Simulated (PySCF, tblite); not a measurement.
**C2H8FN2Si radical: geometry, infrared bands and EPR parameters**

What infrared bands and EPR parameters should C2H8FN2Si radical (`[CH2]N(C)[Si@@H](N)F`) show?

Computed with tblite 0.8.0 and PySCF 2.14.0, with density-fitted response routines of our own, on a single molecule in the gas phase. Atoms are numbered from 0 throughout.

## Step 1: Starting geometry

14 atoms, charge 0, multiplicity 2; geometry from: force field or distance geometry start.

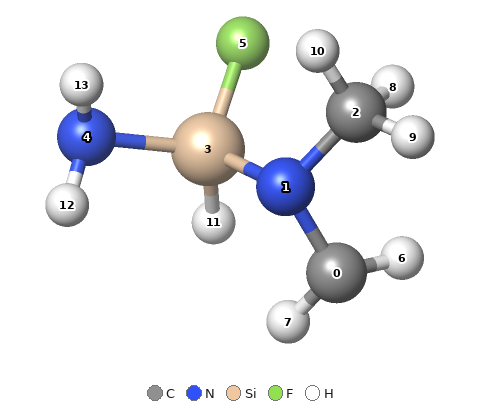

The starting geometry (carbon grey, nitrogen blue, silicon light orange, fluorine green, hydrogen white), atoms numbered.

## Step 2: Relaxing the molecule with GFN2-xTB

The job: settings as JSON, then the geometry in Å.

```
{"job": {"kind": "relax", "xc": "GFN2-xTB", "basis": "xTB"}, "charge": 0, "multiplicity": 2}
C     -1.076700    -0.811200    -1.235400
N     -0.345400     0.243800    -0.586000
C     -1.282100     1.083600     0.117700
Si     0.811300    -0.503300     0.544000
N      2.452200     0.092900     0.220000
F      0.438500    -0.215900     2.165500
H     -1.934100    -1.186100    -0.654200
H     -0.416100    -1.654900    -1.484400
H     -1.713900     0.546800     0.983300
H     -2.109500     1.448300    -0.527700
H     -0.737500     1.958200     0.489500
H      0.744100    -1.984000     0.390800
H      2.653900    -0.152900    -0.779400
H      2.514600     1.134300     0.334100
```

Run with:

```
$ OMP_NUM_THREADS=1 python probes_run.py task.json out
```

One launch serves the whole session: the jobs run in the order shown.

**Question.** This job is followed by: GFN2-xTB harmonic vibrations, gas phase; UKS B3LYP, pcH-1 on C F H N Si, non-relativistic, mean-field spin-orbit, GIAO. Predict these results of the whole session: strongest single infrared mode (GFN2-xTB); zero-point energy (GFN2-xTB); g(iso) (B3LYP); ⟨S²⟩; largest a(iso) (averaged by class); potential on the surface of density 0.002 e/bohr³, 1st and 99th percentile.

The runs gave:

| quantity | value |
| --- | --- |
| strongest single infrared mode (GFN2-xTB) | 853 cm⁻¹, 348 km/mol |
| zero-point energy (GFN2-xTB) | 64.9 kcal/mol |
| g(iso) (B3LYP) | 2.00285 |
| ⟨S²⟩ | 0.753 (exact 0.75) |
| largest a(iso) (averaged by class) | 13C on C0, 105.6 MHz |
| potential on the surface of density 0.002 e/bohr³, 1st and 99th percentile | -1.17 V and 1.75 V |

In words: Over 143 steps the energy fell by 1.237 eV; of the close pairs, Si3–F5 changed most, 1.688 to 1.609 Å. No mode is imaginary among the 36: a minimum at this level. The strongest single mode, at 853 cm⁻¹, is carried by Si3, F5, H13. GFN2-xTB is a fitted tight-binding method: band positions and strengths are rough. Its intensities can rank the bands wrongly. Most of the unpaired spin sits on C0 (0.86 e). The isotropic g lies 0.5 ppt above the free-electron value. These values are for one conformer; the search (at its own cheap level) found 2 more, at 0.16, 1.15 kcal/mol, and measured spectra average over such forms.
